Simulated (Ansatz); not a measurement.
# CH₇SbSi: an energy map over bond length Si1–H5 and angle C2–Si1–H5, part 2 of 2

A grid of calculations on CH₇SbSi, SMILES [SiH3][CH2][SbH2], to see where the energy is lowest and how it rises around there.

Ansatz 0.2.0; RHF/def2-TZVP. The steps go on from the part before.

### Step 7. The map

225 points were computed. Energies in kcal/mol, from the relaxed molecule at the same level:

```csv
"angle C2–Si1–H5 (°) ↓, bond length Si1–H5 (Å) →",1.211,1.283,1.355,1.426,1.498,1.570,1.642,1.713,1.785,1.857,1.929,2.000,2.072,2.144,2.215
155.3,63,51,44,41,40,42,45,50,55,61,67,73,79,86,92
148.9,52,40,33,30,30,31,35,39,44,50,56,62,69,75,81
142.5,43,31,24,21,21,22,26,30,35,41,47,53,60,66,73
136.0,36,24,17,14,13,15,18,23,28,34,40,46,52,59,65
129.6,30,18,11,8,8,9,13,17,22,28,34,40,47,53,59
123.2,26,14,7,4,3,5,8,13,18,24,30,36,42,48,55
116.8,24,12,5,1,1,3,6,10,15,21,27,33,39,45,52
110.3,24,11,4,1,0,2,5,9,14,20,25,31,38,44,50
103.9,25,12,5,2,1,2,5,9,14,20,26,31,37,44,49
97.5,28,15,8,4,4,5,8,12,16,22,27,33,39,45,51
91.0,33,20,13,9,8,9,12,16,20,26,31,37,42,48,54
84.6,40,27,20,16,15,16,19,22,26,31,37,42,47,53,58
78.2,50,37,29,25,24,25,27,31,35,39,44,49,55,60,65
71.8,62,49,41,37,36,37,39,42,46,50,55,60,65,70,74
65.3,77,64,57,53,51,52,54,57,61,65,69,74,78,83,87
```

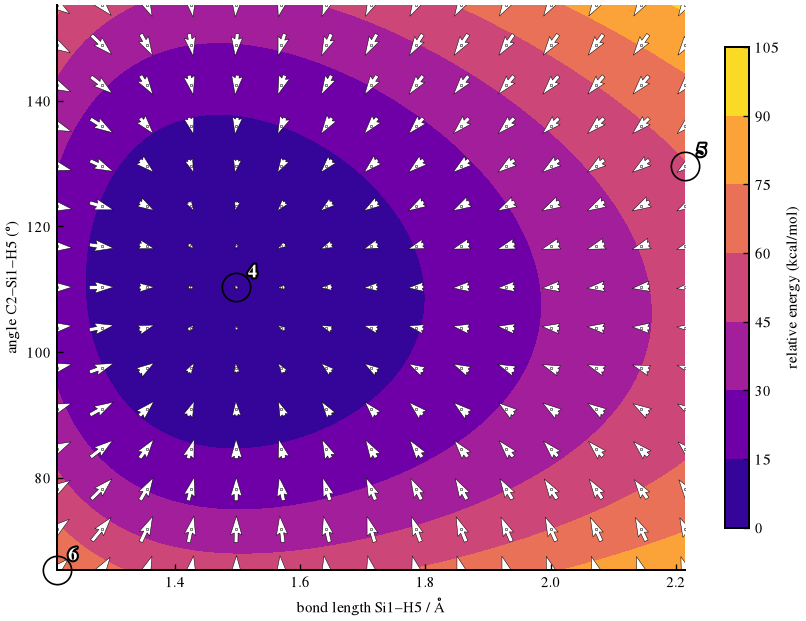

The map; numbers mark the steps of this session that print a point's run. The picture shows filled contours, dots at the grid points, arrows along the force (downhill), longer where it is stronger. Between grid points the surface is interpolated.

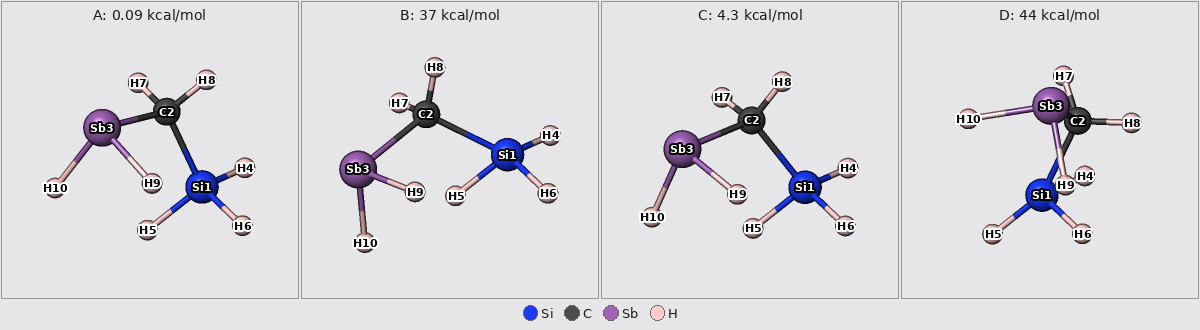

Structures on the grid, at one scale: A at (1.498 Å, 110.3°); B at (1.426 Å, 71.8°); C at (1.426 Å, 97.5°); D at (1.355 Å, 155.3°).

On the same grid, dipole moment (D):

| angle C2–Si1–H5 (°) ↓, bond length Si1–H5 (Å) → | 1.211 | 1.283 | 1.355 | 1.426 | 1.498 | 1.570 | 1.642 | 1.713 | 1.785 | 1.857 | 1.929 | 2.000 | 2.072 | 2.144 | 2.215 |
| --- | --- | --- | --- | --- | --- | --- | --- | --- | --- | --- | --- | --- | --- | --- | --- |
| 155.3 | 1.36 | 1.31 | 1.26 | 1.20 | 1.15 | 1.09 | 1.04 | 0.99 | 0.95 | 0.92 | 0.90 | 0.90 | 0.92 | 0.95 | 1.00 |
| 148.9 | 1.21 | 1.16 | 1.11 | 1.06 | 1.01 | 0.96 | 0.92 | 0.89 | 0.87 | 0.86 | 0.88 | 0.91 | 0.96 | 1.03 | 1.11 |
| 142.5 | 1.06 | 1.02 | 0.98 | 0.93 | 0.89 | 0.86 | 0.84 | 0.83 | 0.84 | 0.87 | 0.92 | 0.98 | 1.06 | 1.16 | 1.26 |
| 136.0 | 0.94 | 0.90 | 0.87 | 0.84 | 0.82 | 0.81 | 0.81 | 0.83 | 0.87 | 0.93 | 1.00 | 1.09 | 1.20 | 1.31 | 1.44 |
| 129.6 | 0.84 | 0.82 | 0.79 | 0.78 | 0.78 | 0.79 | 0.83 | 0.87 | 0.94 | 1.02 | 1.12 | 1.23 | 1.35 | 1.48 | 1.62 |
| 123.2 | 0.77 | 0.76 | 0.75 | 0.76 | 0.78 | 0.82 | 0.88 | 0.95 | 1.03 | 1.13 | 1.25 | 1.37 | 1.51 | 1.65 | 1.80 |
| 116.8 | 0.72 | 0.73 | 0.74 | 0.77 | 0.82 | 0.88 | 0.95 | 1.04 | 1.14 | 1.26 | 1.38 | 1.52 | 1.66 | 1.82 | 1.97 |
| 110.3 | 0.71 | 0.73 | 0.77 | 0.81 | 0.88 | 0.95 | 1.04 | 1.14 | 1.26 | 1.38 | 1.52 | 1.66 | 1.82 | 1.98 | 2.14 |
| 103.9 | 0.73 | 0.76 | 0.81 | 0.88 | 0.95 | 1.04 | 1.14 | 1.25 | 1.38 | 1.51 | 1.65 | 1.80 | 1.96 | 2.13 | 2.30 |
| 97.5 | 0.77 | 0.82 | 0.88 | 0.95 | 1.04 | 1.14 | 1.25 | 1.37 | 1.50 | 1.64 | 1.78 | 1.94 | 2.10 | 2.28 | 2.45 |
| 91.0 | 0.83 | 0.89 | 0.96 | 1.04 | 1.14 | 1.24 | 1.36 | 1.48 | 1.62 | 1.76 | 1.91 | 2.07 | 2.24 | 2.42 | 2.60 |
| 84.6 | 0.90 | 0.97 | 1.04 | 1.13 | 1.23 | 1.34 | 1.46 | 1.59 | 1.73 | 1.88 | 2.03 | 2.19 | 2.37 | 2.55 | 2.73 |
| 78.2 | 0.97 | 1.04 | 1.12 | 1.22 | 1.32 | 1.43 | 1.56 | 1.69 | 1.83 | 1.98 | 2.14 | 2.30 | 2.48 | 2.66 | 2.85 |
| 71.8 | 1.02 | 1.10 | 1.19 | 1.28 | 1.39 | 1.50 | 1.63 | 1.76 | 1.90 | 2.06 | 2.22 | 2.39 | 2.56 | 2.75 | 2.94 |
| 65.3 | 1.05 | 1.12 | 1.21 | 1.30 | 1.40 | 1.52 | 1.65 | 1.78 | 1.93 | 2.08 | 2.25 | 2.42 | 2.60 | 2.79 | 2.99 |

On the same grid, largest force on an atom (eV/Å):

```
angle C2–Si1–H5 (°) ↓, bond length Si1–H5 (Å) →  1.211  1.283  1.355  1.426  1.498  1.570  1.642  1.713  1.785  1.857  1.929  2.000  2.072  2.144  2.215
                                          155.3   12.1    8.7    6.2    4.7    3.7    3.3    3.3    3.3    3.5    3.7    3.8    3.9    3.9    3.9    3.8
                                          148.9   11.9    8.4    5.9    4.3    3.2    2.8    2.8    3.1    3.5    3.7    3.8    3.9    3.9    3.9    3.8
                                          142.5   11.6    8.1    5.5    3.8    2.7    2.3    2.6    3.1    3.4    3.7    3.8    3.9    3.9    3.9    3.8
                                          136.0   11.2    7.7    5.1    3.3    2.1    1.8    2.5    3.0    3.4    3.6    3.8    3.9    3.9    3.9    3.8
                                          129.6   10.7    7.2    4.6    2.8    1.5    1.7    2.4    3.0    3.4    3.6    3.8    3.8    3.9    3.8    3.8
                                          123.2   10.2    6.7    4.1    2.2    0.9    1.6    2.4    2.9    3.3    3.6    3.7    3.8    3.8    3.8    3.8
                                          116.8    9.7    6.1    3.5    1.6    0.5    1.5    2.3    2.9    3.3    3.5    3.7    3.8    3.8    3.8    3.7
                                          110.3    9.4    5.8    3.1    1.1    0.4    1.5    2.3    2.8    3.2    3.5    3.6    3.7    3.7    3.7    3.7
                                          103.9    9.5    5.8    3.1    1.2    1.0    1.9    2.6    3.0    3.3    3.5    3.5    3.6    3.7    3.6    3.6
                                           97.5    9.5    5.9    3.3    1.4    1.5    2.5    3.2    3.6    3.9    4.0    4.1    4.0    3.9    3.8    3.7
                                           91.0    9.7    6.1    3.5    1.7    2.1    3.1    3.7    4.1    4.4    4.5    4.6    4.5    4.4    4.3    4.1
                                           84.6    9.8    6.3    3.7    2.1    2.6    3.6    4.2    4.6    4.9    5.0    5.0    5.0    4.9    4.7    4.6
                                           78.2   10.0    6.5    4.1    2.7    3.1    4.0    4.6    5.0    5.3    5.4    5.4    5.3    5.2    5.1    4.9
                                           71.8   10.2    6.9    4.6    3.3    3.4    4.3    4.9    5.3    5.6    5.7    5.7    5.6    5.5    5.4    5.2
                                           65.3   10.5    7.3    5.2    4.0    3.9    4.5    5.1    5.5    5.7    5.8    5.9    5.8    5.7    5.5    5.4
```

### Step 8. Results

The summary covers parts 1 to 2.

| quantity | value |
| --- | --- |
| lowest point | (1.498 Å, 110.3°), 0.09 kcal/mol |
| highest computed point | (2.215 Å, 155.3°), 92 kcal/mol above the lowest |
| dipole moment (D) | 0.71 at (1.211 Å, 110.3°) to 2.99 at (2.215 Å, 65.3°); 0.88 at the lowest point |
| largest force on an atom (eV/Å) | 0.4 at (1.498 Å, 110.3°) to 12.1 at (1.211 Å, 155.3°); 0.4 at the lowest point |
| time for the whole task | 33 min on 1 thread, shared host |

The lowest computed point is at (1.498 Å, 110.3°), 0.09 kcal/mol from the relaxed molecule at the same level. The grid is coarse, so the lowest point of the scanned range may lie between grid points; coordinates that were held can hide deeper minima. The grid shows no other well, apart from its symmetry copies. The highest computed point, (2.215 Å, 155.3°), lies 92 kcal/mol above the lowest. Round the minimum the two coordinates are nearly uncoupled.
